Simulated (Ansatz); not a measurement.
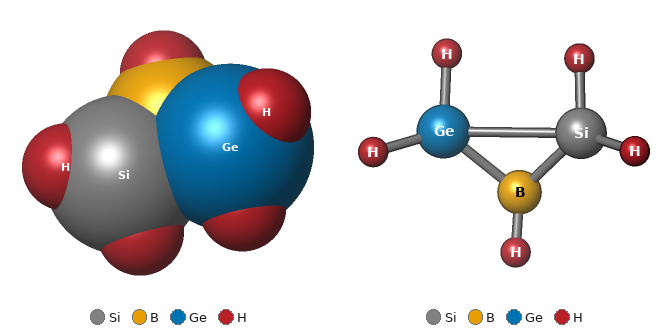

Two views of one molecule.

Computed geometry: PBE0-D4/def2-TZVP optimisation. No frequency run is at hand to confirm it as a minimum.

Describe the molecule.

Formula BGeH₅Si. This geometry has C1 symmetry.

The parts below concern this one geometry. Atoms keep their numbers from picture to picture.

Shape

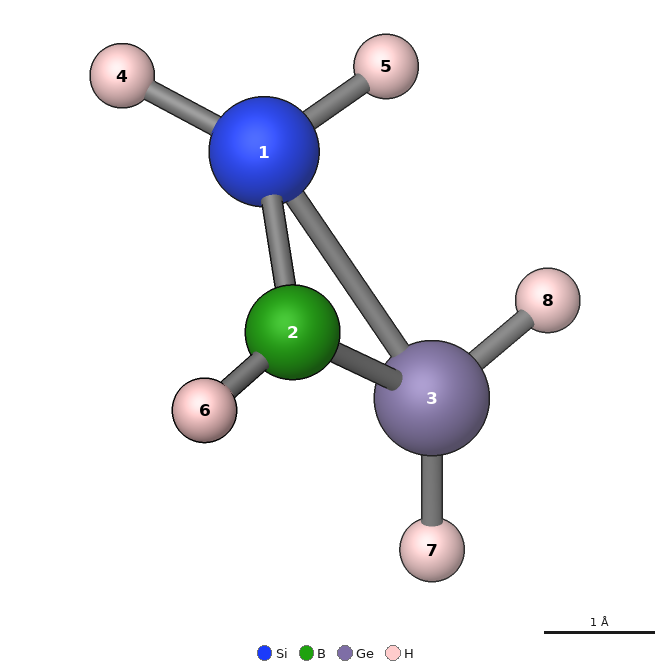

Atoms carry their numbers in the input. No frequency run is at hand to confirm it as a minimum.

Which bond is the longest?

Si1–Ge3, 2.760 Å.

Dipole moment

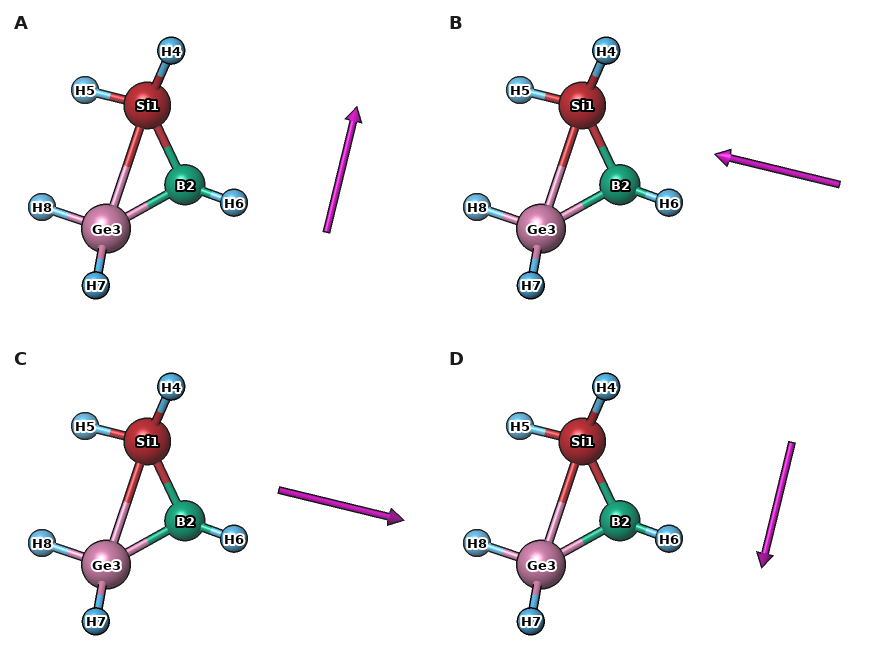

The same molecule four times, each with an arrow. No frequency run is at hand to confirm it as a minimum. Properties computed with RKS PBE0-D4/def2-TZVP (Ansatz 0.2.0).

Which arrow points along the dipole moment, from the negative to the positive end?

B. The dipole moment is 0.92 D; it points from the side of H6 to the side of H8 (the outermost atoms at the two ends).

Charges

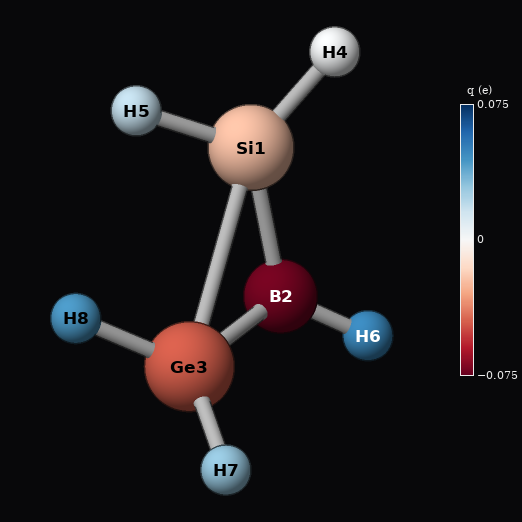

Atoms are coloured by their Mulliken charges. No frequency run is at hand to confirm it as a minimum. Properties computed with RKS PBE0-D4/def2-TZVP (Ansatz 0.2.0).

Give the Mulliken charges atom by atom.

| atom | value (e) |
| --- | --- |
| Si1 | −0.02 |
| B2 | −0.07 |
| Ge3 | −0.04 |
| H4 | 0.00 |
| H5 | 0.02 |
| H6 | 0.05 |
| H7 | 0.03 |
| H8 | 0.04 |

Electronic properties

No frequency run is at hand to confirm it as a minimum. Properties computed with RKS PBE0-D4/def2-TZVPP (Ansatz 0.2.0).

What is the HOMO energy (Kohn–Sham orbital)?

−6.52 eV.

What is the HOMO–LUMO gap?

4.57 eV.

What is the dispersion correction?

−13.4 kJ/mol.

Mulliken values depend strongly on the basis set and can even reverse the polarity of a bond.
